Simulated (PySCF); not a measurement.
CH$_{3}$Cl, SMILES `CCl`.

PySCF calculation, def2-TZVP basis, gas phase; geometry: GFN2-xTB. No frequency check shows the geometry to be a minimum. GFN2-xTB bond lengths at metals and heavier atoms can be off by up to 0.1 Å and shapes distorted, which carries into these values.

Cartesian coordinates (Å):

```
C1      -1.1228    0.0000    0.0000
Cl2      0.6544    0.0000    0.0000
H3      -1.4628   -0.6904    0.7654
H4      -1.4629    1.0081    0.2152
H5      -1.4628   -0.3177   -0.9806
```

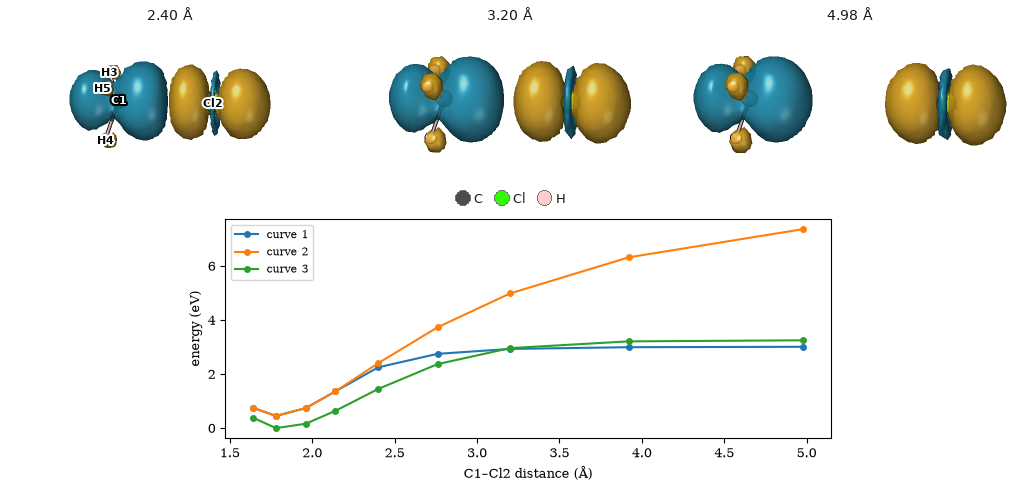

Rigid stretch of the C1–Cl2 bond. Broken-symmetry UHF spin density at ±0.03 e/Å³ (yellow: α, teal: β). Below: energies along the scan, from the lowest point of the three curves.

How does the broken-symmetry solution share the spin, and how far is it from a pure singlet?

Answer. At 4.98 Å excess α spin lies mostly on Cl2 and excess β on C1; the two could be swapped at no cost. ⟨S²⟩ is 0.42 at 2.40 Å, 0.97 at 3.20 Å and 1.02 at 4.98 Å, against 0 for a pure singlet and 1 for an equal mix of singlet and triplet.

Which curve is which method?

Answer. Curve 1 is UHF. Curve 2 is RHF. Curve 3 is CASSCF(2,2). RHF rises too steeply because it keeps both electrons in one orbital and so mixes in ionic fragments.

Where does the UHF solution part from RHF?

Answer. Between 2.14 Å (⟨S²⟩ = 0, the two coincide) and 2.40 Å (⟨S²⟩ = 0.42); at 4.98 Å ⟨S²⟩ is 1.02 and UHF lies 4.4 eV below RHF.

How much energy does the stretch cost?

Answer. By CASSCF, 3.2 eV from the lowest point of the scan (1.78 Å) to 4.98 Å; RHF gives 6.9 eV from its own lowest point. The fragments aren't relaxed and dynamic correlation is missing, so this isn't a bond dissociation energy.
